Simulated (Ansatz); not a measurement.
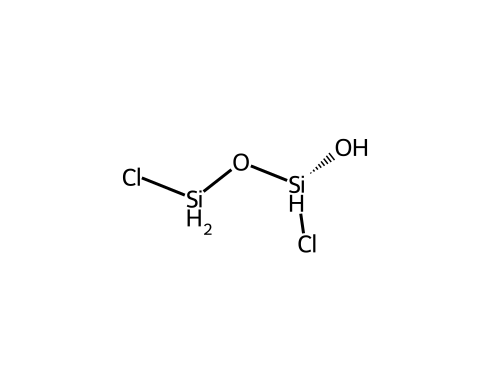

Structural formula above. The geometry was computed by an optimisation with PBE-D4/def2-SVP. No frequency run is at hand to confirm it as a minimum.

Describe the 3D structure.

Formula Cl₂H₄O₂Si₂. SMILES: `O[Si@H](Cl)O[SiH2]Cl`. It has no ring. Among its groups: Si–H bond, Si–O bond. The point group is C1. Coordination: 2 O bent; 2 Si tetrahedral.

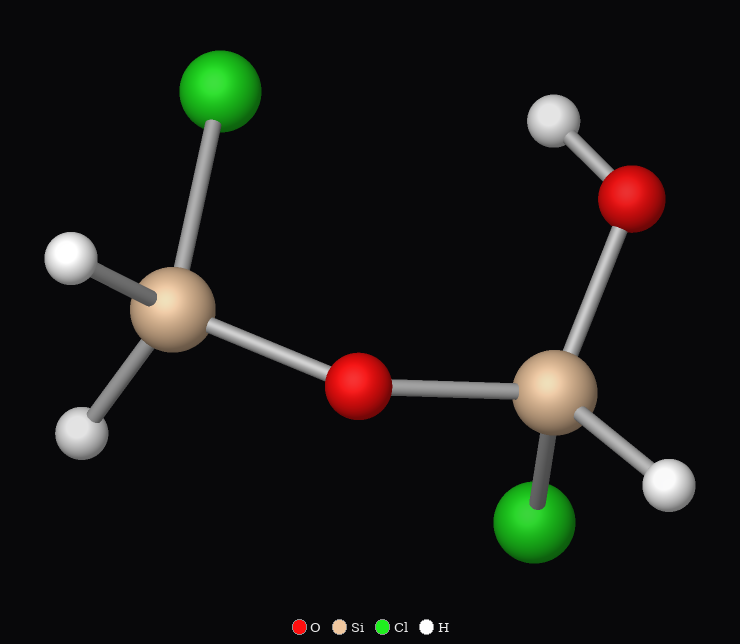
